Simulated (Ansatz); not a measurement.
# One shape, several levels: NS (Mononitrogen monosulfide)

Aim: a comparison of 6 runs (U-r2SCAN0/cc-pVTZ, U-wB97X/cc-pVTZ, UPBE0/cc-pVTZ, USVWN5/cc-pVTZ, UMP2/cc-pVTZ, UCCSD(T)/cc-pVTZ) of NS (Mononitrogen monosulfide). 

The calculation is run with Ansatz 0.2.0.

34 further runs of the same task are left out: 34 set aside as unsound or not needed.

## Step 1: Starting point

The species is NS (2 atoms), meant as a doublet with charge 0. SMILES: `[N]=S`. The N1–S2 distance was set to 3.268 Å, away from the relaxed value.

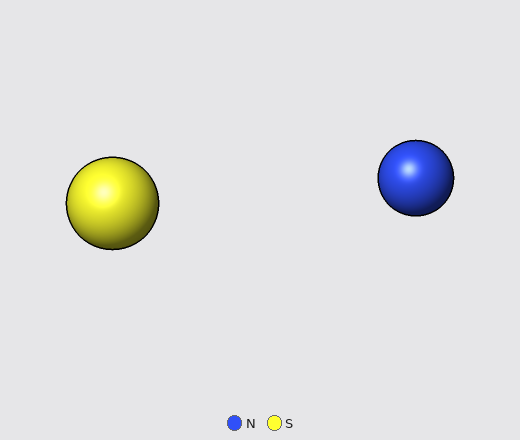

The structure, seen from a chosen angle (nitrogen blue, sulfur yellow).

## Step 2: The energy at U-r2SCAN0/cc-pVTZ (run 1)

molecule.yaml

```yaml
crystal:
  periodic: [false, false, false]
  atoms:
    - {symbol: "N", position_ang: [-0.000000, -0.000000, -1.794000]}
    - {symbol: S, position_ang: [0.000000, 0.000000, 1.474400]}
basis:
  gaussian: {orbitals: cc-pVTZ}
magnetization: {spin_polarized: true, initial_magnetization: 1}
hamiltonian: {xc: {name: r2SCAN0}}
accuracy: high
output: {orbitals: {seedname: orbitals}}
```

Launch:

```sh
$ ansatz run molecule.yaml --threads 1 --pin off --max-ram 3480MiB --events-out events.jsonl --progress --plain --runs-dir runs
```

The program printed:

```text
Warning: RAYON_NUM_THREADS=1 ignored (pool sized by the plan → 1); use --threads N
Functional definition: r2SCAN0
  name "r2SCAN0"
  parameter a = 0.25
  parameter k0 = 0.174
  parameter k1 = 0.065
  parameter a1 = 4.9479
  exchange = (1 - a)*r2scan_x(k0 = k0, k1 = k1, a1 = a1) + a*exact_x
  correlation = r2scan_c
768 factors; integrals over basis functions are off by at most 3.4e-9 eV
mean field evaluation 1: about -12312.2020 eV, gradient 6.6e0 eV
mean field evaluation 2: about -12313.5171 eV, gradient 1.6e1 eV
mean field evaluation 4: about -12316.8724 eV, gradient 4.4e0 eV
mean field evaluation 8: about -12317.8184 eV, gradient 8.2e-1 eV
mean field evaluation 16: about -12317.8251 eV, gradient 6.4e-4 eV
mean field evaluation 32: about -12317.7962 eV, gradient 1.7e0 eV
mean field -12317.82509986 eV, -452.6717230981 hartree, gradient 8.3e-8 eV, S^2 2.725655; 1 other end points of the search recorded, 0 dependent functions left out
reference -12317.82510082 eV, -452.6717231334 hartree; 12, 11 occupied and 52, 53 virtual orbitals, 768 factors
Total energy: -12317.82510082 eV, -452.6717231334 hartree
```

Run time: 13 s. Hardware: 1 thread of Arm Neoverse V1, shared host; peak memory 0.21 GiB.

## Step 3: A single-point energy at U-wB97X/cc-pVTZ (run 2)

in.yaml

```yaml
crystal:
  periodic: [false, false, false]
  atoms:
    - symbol: "N"
      position_ang: [-0.000000, -0.000000, -1.794000]
    - symbol: S
      position_ang: [0.000000, 0.000000, 1.474400]
basis:
  gaussian:
    orbitals: cc-pVTZ
output:
  orbitals: {seedname: orbitals}
magnetization:
  spin_polarized: true
  initial_magnetization: 1
accuracy: high
hamiltonian:
  xc: {name: wB97X}
```

Launch:

```sh
$ ansatz run in.yaml --threads 1 --pin off --max-ram 3480MiB --events-out events.jsonl --progress --plain --runs-dir runs
```

The program printed, shortened:

```text
Warning: RAYON_NUM_THREADS=1 ignored (pool sized by the plan → 1); use --threads N
Functional definition: wB97X
  name "wB97X"
[...]
      + exact_x_lr(omega)
[...]
      + integral(e_c_pw_opposite_spin*poly(b97_u_opposite, 1, cos1, cos2, cos3, cos4))
768 factors; integrals over basis functions are off by at most 3.4e-9 eV
214 factors; integrals over basis functions are off by at most 1.2e-9 eV
[...]
mean field -12318.80505696 eV, -452.7077358572 hartree, gradient 1.9e-8 eV, S^2 2.722640; 2 other end points of the search recorded, 0 dependent functions left out
reference -12318.80505604 eV, -452.7077358237 hartree; 12, 11 occupied and 52, 53 virtual orbitals, 768 factors
Total energy: -12318.80505604 eV, -452.7077358237 hartree
```

Wall time 24 s (1 thread of Arm Neoverse V1, shared host); peak memory 0.29 GiB.

Runs 3 to 5 aren't shown in full; the table further down has their settings and results.

## Step 4: A single-point energy at UCCSD(T)/cc-pVTZ (run 6)

input.yaml

```yaml
crystal:
  periodic: [false, false, false]
  atoms:
    - symbol: "N"
      position_ang: [-0.000000, -0.000000, -1.794000]
    - symbol: S
      position_ang: [0.000000, 0.000000, 1.474400]
basis:
  gaussian: {orbitals: cc-pVTZ}
magnetization: {spin_polarized: true, initial_magnetization: 1}
correlation: {method: ccsd_t, frozen_orbitals: {"N": 1, S: 5}}
accuracy: high
scf: {omitted_lower_state_checks: [cluster_reference, increment]}
```

Launch:

```sh
$ ansatz run input.yaml --threads 1 --pin off --max-ram 3480MiB --events-out events.jsonl --progress --plain --runs-dir runs
```

The program printed, shortened:

```text
Warning: RAYON_NUM_THREADS=1 ignored (pool sized by the plan → 1); use --threads N
Functional definition: HF
  name "HF"
[...]
768 factors; integrals over basis functions are off by at most 3.4e-9 eV
[...]
mean field -12297.08903080 eV, -451.9096866156 hartree, gradient 1.3e-8 eV, S^2 2.754445; 9 other end points of the search recorded, 0 dependent functions left out
6 core orbitals not correlated: weight in the atoms' cores, before any rotation towards them, 1.000 or more for the frozen orbitals, at most 0.000 for the correlated occupied ones
reference -12297.08903080 eV, -451.9096866156 hartree; 6, 5 occupied and 52, 53 virtual orbitals, 768 factors
second order -5.81739984 eV of doubles, -0.00000000 eV of singles
cycle   1  -6.62373964 eV  change   -8.1e-1 eV  update   5.4e-2
[...]
cycle  37  -6.87152875 eV  change  -3.1e-10 eV  update   1.1e-9
perturbative correction -0.19240425 eV, -0.0070707257 hartree
Total energy: -12304.15296380 eV, -452.1692813652 hartree
Checks for a lower state left out: cluster_reference, increment
```

Wall time 6.6 s (1 thread of Arm Neoverse V1, shared host); peak memory 0.27 GiB.

## Step 5: All runs side by side

```csv
run,level,frozen core orbitals,energy (Eh),HOMO energy (eV),LUMO energy (eV),⟨S²⟩,wall time
1,U-r2SCAN0/cc-pVTZ,–,-452.671723,-7.55,-3.98,2.726,13 s
2,U-wB97X/cc-pVTZ,–,-452.707736,-9.80,-2.30,2.723,24 s
3,UPBE0/cc-pVTZ,–,-452.524363,-7.36,-4.29,2.711,5.7 s
4,USVWN5/cc-pVTZ,–,-450.871361,-6.09,-6.05,2.621,5.7 s
5,UMP2/cc-pVTZ,6,-452.123472,–,–,2.754,2.8 s
6,UCCSD(T)/cc-pVTZ,6,-452.169281,–,–,2.754,6.6 s
```

## Step 6: Results

```
                                          quantity          value
                               run 6: total energy  -452.16928 Eh
run 6: correlation energy (6 core orbitals frozen)     -259.6 mEh
                             run 6: (T) correction      -7.07 mEh
          run 6: ⟨S²⟩ of the reference determinant          2.754
                              run 6: T1 diagnostic          0.009
```

Totals of different functionals can't be ranked against each other. Spin contamination of the reference: run 5 ⟨S²⟩ = 2.75, run 6 ⟨S²⟩ = 2.75, run 1 ⟨S²⟩ = 2.73, run 2 ⟨S²⟩ = 2.72, run 3 ⟨S²⟩ = 2.71, run 4 ⟨S²⟩ = 2.62. Where it is this large, the reference is a mixture of spin states, and values that rest on it are in doubt. All runs together took 58 s, the longest 24 s.
